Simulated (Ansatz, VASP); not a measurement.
**SnSe2: VASP beside Ansatz**

One calculation is typed for both programs; each brings its own data sets. How far apart do they land? Valence electrons are named where the data sets of a main pair hold unlike numbers.

Calculated with Ansatz 0.2.0; plane waves, with VASP 6.6.1 beside it; band structure at PBE and single point at PBE.

## Step 1: The structure

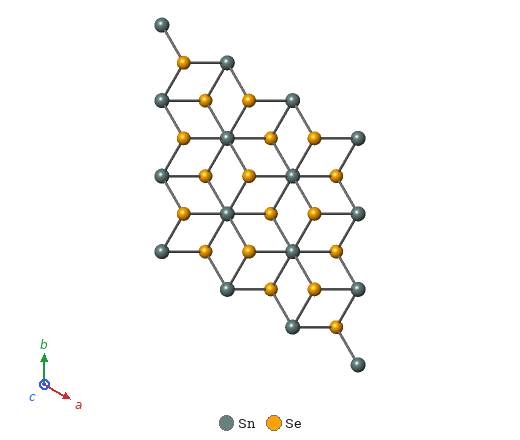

The starting structure, seen from above (tin teal, selenium orange). 3×3×1 cells are drawn. Some periodic images of atoms are drawn too.

The cell holds 3 atoms: 1 Sn and 2 Se. Its edges and angles: a = 3.855 Å, b = 3.855 Å, c = 11.000 Å, α = 90.0°, β = 90.0°, γ = 120.0°. Vacuum lies along c.

## Step 2: VASP: band structure, PBE

The same path points are solved in both programs, so levels can be compared one by one.

Lines of VASP's logs that name or quote its potential files are left out, and so is its time.

Input file INCAR:

```
SYSTEM = SnSe2
PREC = Accurate
ENCUT = 300
EDIFF = 1E-08
NELM = 100
ISMEAR = 0
SIGMA = 0.01
LREAL = .FALSE.
ALGO = Normal
GGA = PE
NBANDS = 19
LORBIT = 11
LWAVE = .TRUE.
LCHARG = .FALSE.
KPAR = 8
```

Input file POSCAR:

```
SnSe2
1.0
    3.8545658600      0.0000000000      0.0000000000
   -1.9272829300      3.3381519553      0.0000000000
    0.0000000000      0.0000000000     11.0000000000
Sn Se
1 2
Direct
    0.0000000000      0.0000000000      0.5000000000
    0.3333333333      0.6666666667      0.6455576789
    0.6666666667      0.3333333333      0.3544423211
```

Input file KPOINTS:

```
Automatic mesh
0
Gamma
9 9 1
0 0 0
```

Input file KPOINTS_OPT:

```
Line mode
12
Line-mode
Reciprocal
  0.00000000   0.00000000   0.00000000 GAMMA
  0.50000000   0.00000000   0.00000000 M

  0.50000000   0.00000000   0.00000000 M
  0.33333333   0.33333333   0.00000000 K

  0.33333333   0.33333333   0.00000000 K
  0.00000000   0.00000000   0.00000000 GAMMA

  0.00000000   0.00000000   0.00000000 GAMMA
  0.00000000   0.00000000   0.50000000 A

  0.00000000   0.00000000   0.50000000 A
  0.50000000   0.00000000   0.50000000 L

  0.50000000   0.00000000   0.50000000 L
  0.33333333   0.33333333   0.50000000 H

  0.33333333   0.33333333   0.50000000 H
  0.00000000   0.00000000   0.50000000 A

  0.50000000   0.00000000   0.50000000 L
  0.50000000   0.00000000   0.00000000 M

  0.33333333   0.33333333   0.00000000 K
  0.33333333   0.33333333   0.50000000 H
```

Potentials, in the order of the species: Sn_d_GW and Se_GW (PBE family, release 64).

On the command line:

```bash
$ mpirun -np 8 vasp_std
```

Numbers of over 12 decimals in the logs are rounded to 6 here.

What it wrote:

```text
[banner, memory and clock lines left out]
running    8 mpi-ranks, on    1 nodes
 distrk:  each k-point on    1 cores,    8 groups
 distr:  one band on    1 cores,    1 groups

 POSCAR found type information on POSCAR SnSe
 POSCAR found :  2 types and       3 ions
|                                                                             |
|           W    W    AA    RRRRR   N    N  II  N    N   GGGG   !!!           |
|           W    W   A  A   R    R  NN   N  II  NN   N  G    G  !!!           |
|           W    W  A    A  R    R  N N  N  II  N N  N  G       !!!           |
|           W WW W  AAAAAA  RRRRR   N  N N  II  N  N N  G  GGG   !            |
|           WW  WW  A    A  R   R   N   NN  II  N   NN  G    G                |
|           W    W  A    A  R    R  N    N  II  N    N   GGGG   !!!           |
|                                                                             |
|     For optimal performance we recommend to set                             |
|       NCORE = 2 up to number-of-cores-per-socket                            |
|     NCORE specifies how many cores store one orbital (NPAR=cpu/NCORE).      |
|     This setting can greatly improve the performance of VASP for DFT.       |
|     The default, NCORE=1 might be grossly inefficient on modern             |
|     multi-core architectures or massively parallel machines. Do your        |
|     Unfortunately you need to use the default for GW and RPA                |
|     calculations (for HF NCORE is supported but not extensively tested      |
|     yet).                                                                   |
|                                                                             |

 LDA part: xc-table for (Slater+PW92), standard interpolation
 POSCAR, INCAR and KPOINTS ok, starting setup
 FFT: planning ... GRIDC
 FFT: planning ... GRID_SOFT
 FFT: planning ... GRID
 WAVECAR not read
 entering main loop
       N       E                     dE             d eps       ncg     rms          rms(c)
DAV:   1     0.191328052169E+03    0.19133E+03   -0.81532E+03   602   0.288E+03
DAV:   2     0.104312427877E+02   -0.18090E+03   -0.17526E+03   792   0.638E+02
DAV:   3    -0.108119676920E+02   -0.21243E+02   -0.21170E+02   738   0.119E+02
DAV:   4    -0.120634349862E+02   -0.12515E+01   -0.12505E+01   720   0.235E+01
DAV:   5    -0.121339420494E+02   -0.70507E-01   -0.70503E-01   777   0.924E+00    0.641E+00
DAV:   6    -0.118637815616E+02    0.27016E+00   -0.59320E-01   744   0.213E+01    0.397E+00
DAV:   7    -0.118424954007E+02    0.21286E-01   -0.20734E-01   653   0.505E+00    0.105E+00
DAV:   8    -0.118401921922E+02    0.23032E-02   -0.25660E-02   602   0.393E+00    0.117E-01
DAV:   9    -0.118400439342E+02    0.14826E-03   -0.34195E-03   612   0.119E+00    0.348E-02
DAV:  10    -0.118400323474E+02    0.11587E-04   -0.28404E-04   560   0.112E-01    0.151E-02
DAV:  11    -0.118400037762E+02    0.28571E-04   -0.70926E-05   642   0.919E-02    0.111E-02
DAV:  13    -0.118400238719E+02   -0.23754E-04   -0.10524E-05   478   0.244E-02    0.332E-03
DAV:  14    -0.118400268403E+02   -0.29684E-05   -0.14591E-06   589   0.116E-02    0.157E-03
DAV:  15    -0.118400275362E+02   -0.69588E-06   -0.40717E-07   631   0.735E-03    0.950E-04
DAV:  16    -0.118400275169E+02    0.19302E-07   -0.59723E-08   624   0.259E-03    0.355E-04
DAV:  17    -0.118400275019E+02    0.15002E-07   -0.42608E-09   415   0.783E-04    0.188E-04
DAV:  18    -0.118400275097E+02   -0.77730E-08   -0.27706E-09   417   0.875E-04
   1 F= -.11840028E+02 E0= -.11840028E+02  d E =-.252017E-22
 Start KPOINTS_OPT (optional k-point list driver)
k-point batch [1-12\108]
       N       E                     dE             ncg
DAV:   1    -0.120906096966E+04   -0.48428E+04      570
DAV:   2    -0.341370849687E+04   -0.22046E+04      808
DAV:   3    -0.371438570584E+04   -0.30068E+03      764
DAV:   4    -0.372462285694E+04   -0.10237E+02      690
DAV:   5    -0.372589360310E+04   -0.12707E+01      804
DAV:   6    -0.372589779336E+04   -0.41903E-02      692
DAV:   7    -0.372589799750E+04   -0.20415E-03      732
DAV:   8    -0.372589800033E+04   -0.28214E-05      671
DAV:   9    -0.372589800054E+04   -0.21072E-06      588
DAV:  10    -0.372589800054E+04   -0.38640E-08      554
[...]
k-point batch [97-108\108]
       N       E                     dE             ncg
DAV:   1    -0.143281740532E+04   -0.95644E+04      575
DAV:   2    -0.357565390268E+04   -0.21428E+04      768
DAV:   3    -0.383214963060E+04   -0.25650E+03      762
DAV:   4    -0.384129572744E+04   -0.91461E+01      680
DAV:   5    -0.384242248196E+04   -0.11268E+01      872
DAV:   6    -0.384242495706E+04   -0.24751E-02      576
DAV:   7    -0.384242509210E+04   -0.13504E-03      848
DAV:   8    -0.384242509260E+04   -0.49580E-06      584
DAV:   9    -0.384242509262E+04   -0.21871E-07      680
DAV:  10    -0.384242509262E+04   -0.26726E-08      488
 writing wavefunctions
```

Parts of OUTCAR (step 2):

```text
ion  position               nearest neighbor table
   1  0.000  0.000  0.500-   2 2.74   3 2.74   2 2.74   3 2.74   3 2.74   2 2.74
   2  0.333  0.667  0.646-   1 2.74   1 2.74   1 2.74
   3  0.667  0.333  0.354-   1 2.74   1 2.74   1 2.74

  LATTYP: Found a hexagonal cell.
 ALAT       =     3.8545658600
 C/A-ratio  =     2.8537584775

 Subroutine GETGRP returns: Found 12 space group operations
 (whereof 12 operations were pure point group operations)

The static configuration has the point symmetry D_3d.

 Found     12 irreducible k-points:

   k-points           NKPTS =     12   k-points in BZ     NKDIM =     12   number of bands    NBANDS=     19

   dimension x,y,z NGX =    24 NGY =   24 NGZ =   64
   dimension x,y,z NGXF=    48 NGYF=   48 NGZF=  128

   ENCUT  =  300.0 eV  22.05 Ry    4.70 a.u.   5.44  5.44 15.53*2*pi/ulx,y,z

   NELECT =      26.0000    total number of electrons

 k-points in reciprocal lattice and weights: Automatic mesh
   0.00000000  0.00000000  0.00000000       0.012
   0.11111111  0.00000000  0.00000000       0.074
   0.22222222  0.00000000  0.00000000       0.074
   0.33333333  0.00000000  0.00000000       0.074
   0.44444444  0.00000000  0.00000000       0.074
   0.11111111  0.11111111  0.00000000       0.074
   0.22222222  0.11111111  0.00000000       0.148
   0.33333333  0.11111111  0.00000000       0.148
   0.44444444  0.11111111  0.00000000       0.074
   0.22222222  0.22222222  0.00000000       0.074
   0.33333333  0.22222222  0.00000000       0.148
   0.33333333  0.33333333  0.00000000       0.025

 average (electrostatic) potential at core
       1 -81.3932       2 -58.3615       3 -58.3615

 E-fermi :  -0.9006

 k-point     1 :       0.0000    0.0000    0.0000
  band No.  band energies     occupation
    ...
      9      -2.0575      2.00000
     10      -1.4274      2.00000
     11      -1.4274      2.00000
     12      -1.0447      2.00000
     13      -1.0447      2.00000
     14       0.5281      0.00000
     15       2.0968      0.00000
     16       3.6054      0.00000
     17       3.6054      0.00000
     18       4.3543      0.00000
    ...

 k-point     2 :       0.1111    0.0000    0.0000
  band No.  band energies     occupation
    ...
      9      -2.3882      2.00000
     10      -2.0069      2.00000
     11      -1.7858      2.00000
     12      -1.6263      2.00000
     13      -0.9672      2.00000
     14       1.0724      0.00000
     15       2.7008      0.00000
     16       3.4317      0.00000
     17       3.8718      0.00000
     18       4.7306      0.00000
    ...

 k-point     3 :       0.2222    0.0000    0.0000
  band No.  band energies     occupation
    ...
      9      -3.7108      2.00000
     10      -2.6229      2.00000
     11      -2.3557      2.00000
     12      -1.8159      2.00000
     13      -1.0307      2.00000
     14       0.9941      0.00000
     15       2.9657      0.00000
     16       4.3223      0.00000
     17       4.3808      0.00000
     18       5.1836      0.00000
    ...

  Total        0.0494373      0.0494373     -0.1713977     -0.0000000     -0.0000000     -0.0000000
  in kB        0.5596174      0.5596174     -1.9401764     -0.0000000     -0.0000000     -0.0000000
  external PRESSURE =      -0.2736472 kB  Pullay stress =       0.0000000 kB

  energy-cutoff  :      300.00
  volume of cell :      141.54
      direct lattice vectors                 reciprocal lattice vectors
     3.854565860  0.000000000  0.000000000     0.259432589  0.149783475  0.000000000
    -1.927282930  3.338151955  0.000000000     0.000000000  0.299566950  0.000000000
     0.000000000  0.000000000 11.000000000     0.000000000  0.000000000  0.090909091

 POSITION                                       TOTAL-FORCE (eV/Angst)
 -----------------------------------------------------------------------------------
      0.00000      0.00000      5.50000         0.000000     -0.000000     -0.000000
     -0.00000      2.22543      7.10113        -0.000000      0.000000     -0.007061
      1.92728      1.11272      3.89887         0.000000      0.000000      0.007061
 -----------------------------------------------------------------------------------
    total drift:                                0.000000      0.000000      0.000000

  FREE ENERGIE OF THE ION-ELECTRON SYSTEM (eV)
  ---------------------------------------------------
  free  energy   TOTEN  =       -11.8400275097 eV

  energy  without entropy=      -11.8400275097  energy(sigma->0) =      -11.84002751

 total charge
# of ion       s       p       d       f       tot
--------------------------------------------------
    1        1.025   0.935  10.162   0.032  12.154
    2        1.476   2.264   0.024   0.000   3.764
    3        1.476   2.264   0.024   0.000   3.764
--------------------------------------------------
tot          3.977   5.463  10.209   0.032  19.682

[... 3 further parts left out ...]
```

## Step 3: Ansatz: band structure, PBE

Ansatz runs on its default PAW (the set named soft_2) files.

The same cell, functional, mesh and smearing now go to Ansatz, which takes its cutoff from its data sets.

Input file input.yaml:

```yaml
crystal:
  lattice:
    - [3.85456586, 0.0, 0.0]
    - [-1.92728293, 3.3381519553, 0.0]
    - [0.0, 0.0, 11.0]
  atoms:
    - { symbol: Sn, position: [0.0, 0.0, 0.5] }
    - { symbol: Se, position: [0.3333333333, 0.6666666667, 0.6455576789] }
    - { symbol: Se, position: [0.6666666667, 0.3333333333, 0.3544423211] }
hamiltonian:
  xc: pbe
  pseudopotentials: { kind: paw }
kpoints:
  mp_grid: { grid: [9, 9, 1] }
  band_path:
    path:
      - [0.0, 0.0, 0.0]
      - [0.13636, 0.0, 0.0]
      - [0.31818, 0.0, 0.0]
      - [0.5, 0.0, 0.0]
      - [0.4697, 0.06061, 0.0]
      - [0.40909, 0.18182, 0.0]
      - [0.34848, 0.30303, 0.0]
      - [0.30303, 0.30303, 0.0]
      - [0.18182, 0.18182, 0.0]
      - [0.06061, 0.06061, 0.0]
      - [0.0, 0.0, 0.0]
      - [0.0, 0.0, 0.18182]
      - [0.0, 0.0, 0.36364]
      - [0.0, 0.0, 0.5]
      - [0.13636, 0.0, 0.5]
      - [0.31818, 0.0, 0.5]
      - [0.5, 0.0, 0.5]
      - [0.4697, 0.06061, 0.5]
      - [0.40909, 0.18182, 0.5]
      - [0.34848, 0.30303, 0.5]
      - [0.30303, 0.30303, 0.5]
      - [0.18182, 0.18182, 0.5]
      - [0.06061, 0.06061, 0.5]
      - [0.5, 0.0, 0.5]
      - [0.5, 0.0, 0.31818]
      - [0.5, 0.0, 0.13636]
      - [0.5, 0.0, 0.0]
      - [0.33333, 0.33333, 0.13636]
      - [0.33333, 0.33333, 0.31818]
      - [0.33333, 0.33333, 0.5]
    npoints: 1
scf:
  occupations: { method: gaussian, width: 0.01 }
  n_extra_bands: 7
output:
  forces: true
  eigenvalues: true
  write_density: true
  write_potential: true
  elf: true
  volumetric_format: npy
```

On the command line:

```bash
$ ansatz run input.yaml --threads 2 --pin off --max-ram 4608MiB --backend cpu --events-out ev --progress --plain --runs-dir out
```

What it wrote:

```text
scf.n_extra_bands = 7 over 23 filled bands (N_el = 46.0): the run solves 30 bands
Engine: ansatz 0.2.0, aarch64-unknown-linux-gnu
Pseudopotentials: kind: paw
Pseudopotential: Sn, paw, valence charge 14, recommended cutoff 420 eV (normal), Sn.paw.azcp
Pseudopotential: Se, paw, valence charge 16, recommended cutoff 420 eV (normal), Se.paw.azcp
Functional definition: PBE
  parameter kappa = 0.804
  parameter beta = 0.066725
  exchange = pbe_x(kappa = kappa, mu = beta*pi^2/3)
  correlation = pbe_c(beta = beta)
Crystal: 3 atoms, lattice volume = 141.538 Å³
Basis set: ecut = 420 eV, 2809 PW (Γ), exchange–correlation on 54×54×150 points (8 copies of the dense FFT grid, shifted against one another)
Bands: 30, of which v1, the nominal top of the filled ones, is band 23 counted from 1 (22 counted from 0)
Symmetry: 12 space group operations
Space group: P-3m1 (ITA 164), of the structure as read, at distance tolerance 5.2e-5 Å
k-points: 12 of 81
Non-local potential: Sn, projectors of the file, l = 0: 2, l = 1: 2, l = 2: 2, l = 3: 2
Non-local potential: Se, projectors of the file, l = 0: 2, l = 1: 2, l = 2: 3, l = 3: 1
PAW form: soft (Blöchl's): semilocal exchange-correlation on the pseudo side does not see the compensation charge
PAW one-centre angular grid: Sn, 590 points (default); XC on 64 Gauss nodes
PAW one-centre angular grid: Se, 590 points (default); XC on 64 Gauss nodes
Initial density: superposition of atomic densities (neutral atoms: chi_scale 0, normalization atom), corrected by the library's trained network
Initial wavefunctions: pseudopotential atomic-orbital guess
Functional: x = pbe(κ = 0.804, μ = 0.219515), c = pbe(β = 0.066725)
SCF iter   1: F=—  HF=-16963.383002 eV  |F-HF|=—  |Δ(HF+E_count)|=         —  Δρ=1.15e-3  dr2=4.06e-3  ethr=1.77e-3  ⟨swp⟩=7.2  Hψ=1712  notcnv=0
preconditioner: auto → Resta (q_TF=auto, 2.262 Å⁻¹)  ε∞=1.9  [insulator: Δε(μ)=0.828 eV  Ē_g=16.714 eV  σ=0.010 eV  W_gap=1.00  n_scr=36 (ndim 8)  ℏωp=15.9 eV  f_vac=0.452  D(μ)=0.00/eV (n_scr^D=0)  ε∞_Penn≈1.9  vacuum switching on, ρ_ref=2.0e-2 e/Å³]
SCF iter   2: F=—  HF=-16963.382611 eV  |F-HF|=—  |Δ(HF+E_count)|=   3.92e-4  Δρ=5.77e-4  dr2=5.29e-4  ethr=8.83e-6  ⟨swp⟩=4.0  Hψ=974  notcnv=0  defer=22
SCF iter   3: F=—  HF=-16963.382808 eV  |F-HF|=—  |Δ(HF+E_count)|=   1.97e-4  Δρ=3.07e-4  dr2=8.64e-5  ethr=1.15e-6  ⟨swp⟩=3.6  Hψ=582  notcnv=0  defer=22
SCF iter   4: F=—  HF=-16963.383116 eV  |F-HF|=—  |Δ(HF+E_count)|=   3.08e-4  Δρ=9.91e-5  dr2=1.04e-5  ethr=1.88e-7  ⟨swp⟩=3.2  Hψ=580  notcnv=0  defer=22
SCF iter   5: F=—  HF=-16963.383123 eV  |F-HF|=—  |Δ(HF+E_count)|=   7.12e-6  Δρ=2.67e-5  dr2=9.29e-7  ethr=2.25e-8  ⟨swp⟩=2.0  Hψ=644  notcnv=0  defer=22
SCF iter   6: F=-16963.383123 eV  HF=-16963.383123 eV  |F-HF|=5.70e-9  |Δ(HF+E_count)|=   4.99e-7  Δρ=3.43e-6  dr2=1.23e-8  ethr=2.17e-10  ⟨swp⟩=14.0  Hψ=2805  notcnv=0
SCF 1 converged in 6 iterations: F = -16963.383123 eV  dr2 = 1.23e-8
  greatest PAW one-centre occupation: 1.000 electrons in one spin orbital (limit 2), on the Se atom at site 2 (counted from 0), in its partial waves of l = 2
NSCF: frozen V_eff on 30 k-points
WARN: The output density's exchange-correlation potential varies sharply where the density is thin. Do not read a vacuum level from v_tot or v_xc, or from such a field of the output density. On a cell that repeats whose density bears no net charge and no dipole along the vacuum's axis use v_es (v_loc + v_h of the components); under efield.dipole_correction with no amplitude use v_es + v_field, which holds any externa [...]
SCF converged after 6 iterations
Free energy (F): -16963.383123 eV
Harris-Foulkes:  -16963.383123 eV  (|F-HF|=5.70e-9)
Internal energy: -16963.383123 eV  (E = F + TS)
E sigma→0 (E₀):  -16963.383123 eV
Fermi energy:    2.052900 eV
--- Per-component energies (eV) ---
  E_band       = -1147.188817
  E_kinetic    = 423.116937
  E_local      = -13973.877081  (includes V_loc(G=0)·N_el)
  E_nonlocal   = -1222.395638
  E_hartree    = 6920.508693
  E_xc         = -588.856398
  E_vxc        = -289.974663  (∫ρ·V_xc dr)
  E_paw        = -7963.823396  (= ΣΔE_a)
  E_vpaw       = 74.921229  (= ΣTr[D̂ρ^β])
  E_aug_tail   = -0.001213  (compensation charges beyond the density's cutoff)
  E_ewald      = -558.055026
  E_smearing   = -0.000000  (= −TS)
  E_closure    = 0.000000  (closes the sum)
  Σ components = -16963.383123   (vs F -16963.383123, Δ=0.00e0)
--- Forces (eV/Å), atoms counted from 1 ---
  atom   1  Sn     0.00000000     0.00000000     0.00000000
  atom   2  Se     0.00000000    -0.00000000    -0.01593206
  atom   3  Se     0.00000000     0.00000000     0.01593206
  max |Σ_I F_I| component: 3.47e-18 eV/Å
--- Band table (eV; the first three rows and the last of 12) ---
  k-point 0: bands = [... 19 lower, 1.1821, 1.1821, 1.5615, 1.5615, 3.1491, 4.7185, 6.2245, 6.2245, ... 3 higher]
  k-point 1: bands = [... 19 lower, 0.5966, 0.8239, 0.9823, 1.6393, 3.6901, 5.3215, 6.0493, 6.4909, ... 3 higher]
  k-point 2: bands = [... 19 lower, -0.0148, 0.2547, 0.7882, 1.5755, 3.6080, 5.5867, 6.9391, 6.9995, ... 3 higher]
  k-point 11: bands = [... 19 lower, -1.9087, -1.5398, 0.8126, 0.8126, 3.4135, 6.8700, 6.8700, 8.1765, ... 3 higher]
```

The job ended after 3.8 s (2 threads of Arm Neoverse V2, shared host; peak memory 0.41 GiB; 6.8 s of CPU time).

Reading the cycles: dr2 is the Hartree energy of the density residual (eV), the measure of convergence; HF is the Harris–Foulkes estimate of the energy, which meets the free energy F at convergence.

(Part 1 of 2 ends here.)

[Lines on the potential files, build, host, timing and source positions are cut from VASP's logs without a mark.]

[Logs are printed without paths, hosts, clocks, repeated set-up lines and the standing remarks that a program may print on its own settings, such as how far it seeks lower states.]

[Hosts, paths, dates, database ids (printed as entryN), source tags and the programs' standing remarks are cut or masked in the printed files.]
